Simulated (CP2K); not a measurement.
Consider 2-fluoropyrimidine at its PBE geometry (Å).

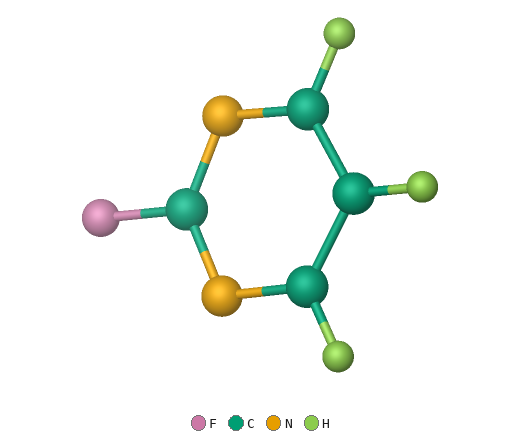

The molecule (fluorine pink, carbon teal, nitrogen orange, hydrogen green).

```xyz
10

F     2.8188   -0.0386   -0.1514
C     1.4712   -0.0238   -0.0868
N     0.8899   -1.2199   -0.1024
C    -0.4528   -1.1803   -0.0195
C    -1.1615    0.0181    0.0706
C    -0.4089    1.1930    0.0647
N     0.9348    1.1890   -0.0147
H    -0.9613   -2.1468   -0.0255
H    -2.2469    0.0345    0.1399
H    -0.8833    2.1748    0.1252
```

Method: CP2K XAS_TDP, all-electron GAPW, PBEh(45%), aug-cc-pVDZ, TDA, GW2X-corrected core level, no relativity.

Q: Where do the C K-edge lines lie, and how strong are they?

Leading lines: C2 290.04 eV, C4 287.44 eV and C5 287.51 eV. The leading line of an atom is its first one with 35 % of the strongest within 2.5 eV of its lowest line over the strength cut. Core ionisation energies at this level: C4 294.13, C5 292.79 and C2 296.33 eV.

The first six lines of each atom with a strength over 0.0015:

```csv
atom,energy (eV),states,"strength, one atom",above the computed threshold
C2 (bonded to F and 2 N),290.04,1,0.0690,
,294.44,1,0.0263,
,294.92,1,0.0105,
,295.70,1,0.0150,
,296.38,1,0.0043,yes
,296.72,1,0.0085,yes
"C4 (bonded to C, N and H), 2 alike",287.44,1,0.0587,
,291.85,1,0.0129,
,292.95,1,0.0036,
,293.53,1,0.0030,
,293.69,1,0.0020,
,294.57,1,0.0022,yes
C5 (bonded to 2 C and H),287.51,1,0.0489,
,290.37,1,0.0124,
,291.80,1,0.0044,
,292.07,1,0.0048,
,292.94,1,0.0052,yes
,293.41,1,0.0020,yes
```

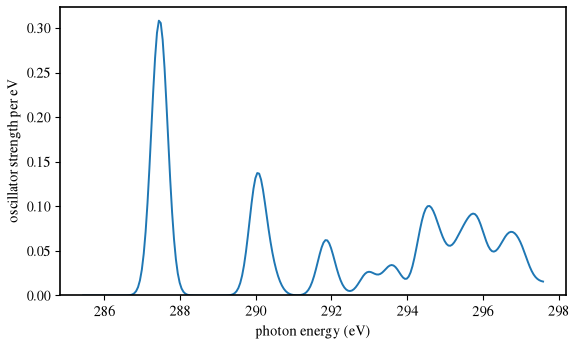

All atoms added, broadened by 0.5 eV.

Lines are vertical, at one geometry, with no vibrational structure. GW2X ionisation energies and lines can be off by 1 to 2 eV either way, and a good line position may hide errors that cancel. These values hold no scalar relativity, about 0.1 eV for C 1s. Rydberg lines, and the discretised continuum above threshold, depend on the basis and the box.

[Banner, clock and machine lines of the logs are left out without a mark of their own.]

[Logs are printed without paths, hosts, clocks, repeated set-up lines and the standing remarks that a program may print on its own settings, such as how far it seeks lower states.]

[Hosts, paths, dates, database ids (printed as entryN), source tags and the programs' standing remarks are cut or masked in the printed files.]
